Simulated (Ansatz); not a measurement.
**SiH3: geometry relaxation**

SiH3, multiplicity 2, computed with UKS PBE0-D4/def2-TZVP (Ansatz 0.2.0).

Figures and captions count atoms from 1; the log counts them from 0 in places.

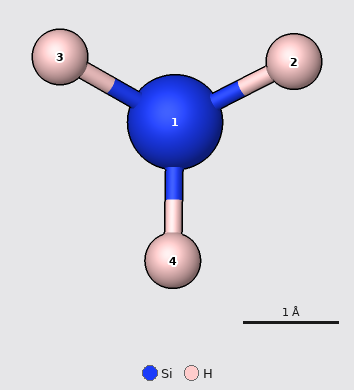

The structure as given in the input (ball-and-stick view, seen at a tilt; atoms are numbered from 1 in the order of the input). Bond lengths as drawn: H–Si 1.48 to 1.49 Å.

The input
```yaml
crystal:
  periodic: [false, false, false]
  atoms:
    - {symbol: Si, position_ang: [-0.731909, 0.764105, 1.038751]}
    - {symbol: H, position_ang: [0.570879, 0.971727, 1.717452]}
    - {symbol: H, position_ang: [-0.996497, 1.795982, 0.006133]}
    - {symbol: H, position_ang: [-1.851019, 0.652433, 2.009752]}
basis:
  gaussian: {orbitals: def2-TZVP}
magnetization: {spin_polarized: true, initial_magnetization: 1}
hamiltonian: {xc: pbe0, dispersion: d4}
relax: {f_tol: 0.005, max_steps: 200}
```

Run as:
```bash
ansatz run in.yaml --threads 4 --pin off --events-out ev --progress --plain --max-ram 9574MiB
```

Log
```
Functional definition: PBE0
  name "PBE0"
  cite "Adamo & Barone, J. Chem. Phys. 110, 6158 (1999) doi:10.1063/1.478522"
  cite "Perdew, Burke & Ernzerhof, Phys. Rev. Lett. 77, 3865 (1996) doi:10.1103/PhysRevLett.77.3865"
  parent pbe
  parameter a = 0.25
  parameter kappa = 0.804
  parameter beta = 0.06672455060314922
  exchange = (1 - a)*pbe_x(kappa = kappa, mu = beta*pi^2/3) + a*exact_x
  correlation = pbe_c(beta = beta)
400 factors; their error is unknown
mean field evaluation 1: about -7921.1080 eV, gradient 6.3e0 eV
mean field evaluation 2: about -7921.3981 eV, gradient 2.4e0 eV
mean field evaluation 4: about -7921.4373 eV, gradient 9.5e-2 eV
mean field evaluation 8: about -7921.4704 eV, gradient 2.9e-3 eV
mean field -7921.47036328 eV, -291.1086664852 hartree, gradient 2.2e-5 eV, S^2 0.753118; 0 other end points of the search recorded, 0 dependent functions left out
the calculation of the forces begins
reference -7921.47038990 eV, -291.1086674632 hartree; 9, 8 occupied and 46, 47 virtual orbitals, 400 factors
relax step   1: F+E_penalty+E_count = -7921.49836758 eV  Δ(F+E_penalty+E_count) = +0.000e0 eV  max|allowed force component| = 1.269e-1 eV/Å  Δτ_max = 0.0000 Å  (23 SCF iters, accepted)
these checks for a lower state are left out or cut short: starts, cluster_reference, orbital_swaps, neighbouring_geometries, increment
400 factors; their error is unknown
mean field evaluation 16: about -7921.4717 eV, gradient 5.2e-2 eV
mean field -7921.47168705 eV, -291.1087151328 hartree, gradient 5.0e-5 eV, S^2 0.752983; 0 other end points of the search recorded, 0 dependent functions left out
the calculation of the forces begins
reference -7921.47171355 eV, -291.1087161066 hartree; 9, 8 occupied and 46, 47 virtual orbitals, 400 factors
relax step   2: F+E_penalty+E_count = -7921.49970835 eV  Δ(F+E_penalty+E_count) = -1.341e-3 eV  max|allowed force component| = 2.035e-2 eV/Å  Δτ_max = 0.0182 Å  (24 SCF iters, accepted)
these checks for a lower state are left out or cut short: starts, cluster_reference, orbital_swaps, neighbouring_geometries, increment
400 factors; their error is unknown
mean field -7921.47174224 eV, -291.1087171610 hartree, gradient 6.6e-5 eV, S^2 0.752998; 0 other end points of the search recorded, 0 dependent functions left out
the calculation of the forces begins
reference -7921.47176876 eV, -291.1087181354 hartree; 9, 8 occupied and 46, 47 virtual orbitals, 400 factors
relax step   3: F+E_penalty+E_count = -7921.49976225 eV  Δ(F+E_penalty+E_count) = -5.391e-5 eV  max|allowed force component| = 2.841e-4 eV/Å  Δτ_max = 0.0021 Å  (20 SCF iters, accepted)
400 factors; their error is unknown
mean field evaluation 32: about -7921.4717 eV, gradient 2.8e-3 eV
```

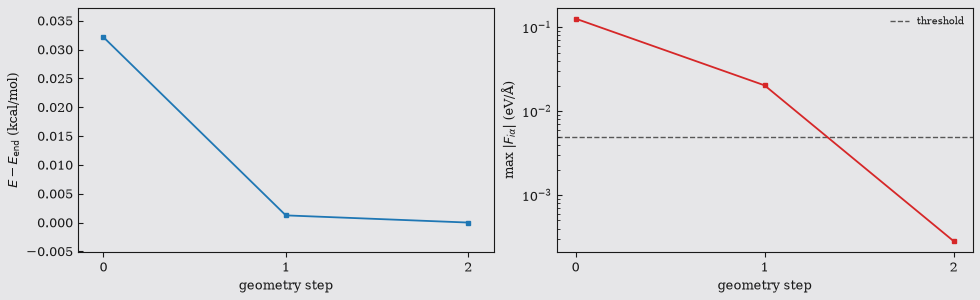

Progress of the relaxation, step by step (the first geometry is step 0 here and step 1 in the log).

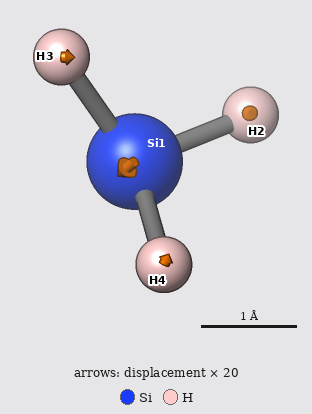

The starting structure with the displacements as orange arrows, magnified 20 times (ball-and-stick view, seen at a tilt). The two geometries are laid on each other by the best rigid fit. Over 2 geometry steps the energy falls by 0.03 kcal/mol. The largest force component goes from 0.13 to 0.00028 eV/Å. Si1 moves most after the best rigid fit: 0.016 Å. Largest moves by element: Si 0.016 Å, H 0.008 Å. (Atoms are counted from 1 in the order of the input.)

```
mean field -7921.47174224 eV, -291.1087171610 hartree, gradient 6.6e-5 eV, S^2 0.752998; 1 other end points of the search recorded, 0 dependent functions left out
the calculation of the forces begins
reference -7921.47176876 eV, -291.1087181354 hartree; 9, 8 occupied and 46, 47 virtual orbitals, 400 factors
Total energy: -7921.49978877 eV, -291.1097478519 hartree
Atom 0 at    -0.732371     0.749468     1.032067 Å, force    -0.000043    -0.000284    -0.000095 eV/Å
Atom 1 at     0.566252     0.977790     1.717347 Å, force    -0.000165     0.000130    -0.000038 eV/Å
Atom 2 at    -0.994654     1.798681     0.012990 Å, force     0.000055     0.000012     0.000207 eV/Å
Atom 3 at    -1.847772     0.658308     2.009684 Å, force     0.000153     0.000142    -0.000074 eV/Å
Dipole moment:     0.000394    -0.005867    -0.003187 e Å
```

Trajectory as extended XYZ (Å, eV, eV/Å), 3 frames, from step=1 to step=3
```
4
Properties=species:S:1:pos:R:3:forces:R:3 step=1 energy=-7921.49837
Si   -0.7319    0.7641    1.0388   -0.0311  -0.1269  -0.0337
H     0.5709    0.9717    1.7175    0.0136   0.0430   0.0211
H    -0.9965    1.7960    0.0061    0.0026   0.0487   0.0089
H    -1.8510    0.6524    2.0098    0.0149   0.0352   0.0037
4
Properties=species:S:1:pos:R:3:forces:R:3 step=2 energy=-7921.49971
Si   -0.7322    0.7477    1.0310   -0.0083  -0.0008   0.0071
H     0.5645    0.9787    1.7168    0.0204  -0.0028   0.0078
H    -0.9941    1.7984    0.0150   -0.0042   0.0100  -0.0189
H    -1.8467    0.6594    2.0093   -0.0078  -0.0065   0.0040
4
Properties=species:S:1:pos:R:3:forces:R:3 step=3 energy=-7921.49976
Si   -0.7324    0.7495    1.0321    0.0000  -0.0003  -0.0001
H     0.5663    0.9778    1.7173   -0.0002   0.0001   0.0000
H    -0.9947    1.7987    0.0130    0.0001   0.0000   0.0002
H    -1.8478    0.6583    2.0097    0.0002   0.0001  -0.0001
```

Key numbers

- outcome: converged
- total energy: −7921.4998 eV
- mean-field energy: −7921.4718 eV
- dispersion energy: −0.0280 eV
- ⟨S²⟩: 0.753
- SCF solution under orbital rotations: stable
- largest force (length of the vector) at the end: under 0.001 eV/Å
- dipole moment: 0.03 D
- hardware: 4 threads of Arm Neoverse V2, 23 GiB of memory available, shared host
- wall time: 0.95 s (CPU time 3.1 s)
- peak memory: 0.4 GiB
